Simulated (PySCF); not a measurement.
```xyz
13

O     2.3756   -0.5495    0.3022
C     1.0813   -0.2944    0.0951
C     0.3677   -1.0329   -0.8440
C    -0.9698   -0.7712   -1.0594
C    -1.6251    0.2319   -0.3429
C    -0.9402    0.9735    0.5890
C     0.4185    0.7281    0.8260
S     1.3153    1.6281    1.9767
H     2.7014    0.0645    0.9907
H     0.8854   -1.8052   -1.3904
H    -1.5141   -1.3495   -1.7905
H    -2.6716    0.4240   -0.5229
H    -1.4288    1.7532    1.1530
```

Geometry: GFN2-xTB.

Computed with UKS B3LYP, pcH-1 on C H O S, non-relativistic, mean-field spin-orbit, GIAO in PySCF 2.14.0, density-fitted response routines.

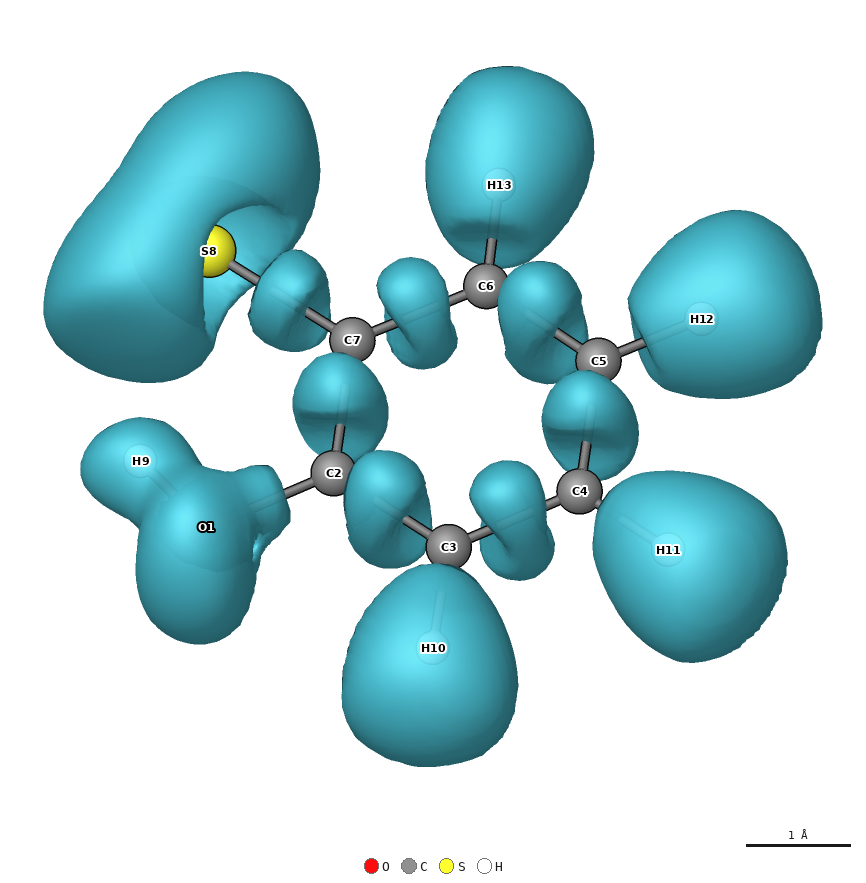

C6H5OS (SMILES Oc1ccccc1[S]) (doublet). Isosurface of the ELF at 0.75 (cyan), seen at a tilt. Only the valence region is drawn (cores and ρ < 0.01 e/Å³ removed).

**What do the ELF domains correspond to?**

The surface consists of six regions between bonded C–C atoms (shared pairs), one region between bonded C–S atoms (shared pairs), four regions around hydrogen nuclei, one ring or bowl of non-bonding electrons around S and one joined region spread over several atoms (H, O), in which their bonds and any lone pairs are merged. Along the contacts the grid gives the following. C–O (1.34 Å): the ELF peaks at about 0.90 between the atoms; a polar covalent bond. C–C (1.37 Å): the ELF peaks at about 0.95 between the atoms, as expected for localised, covalent bonding.
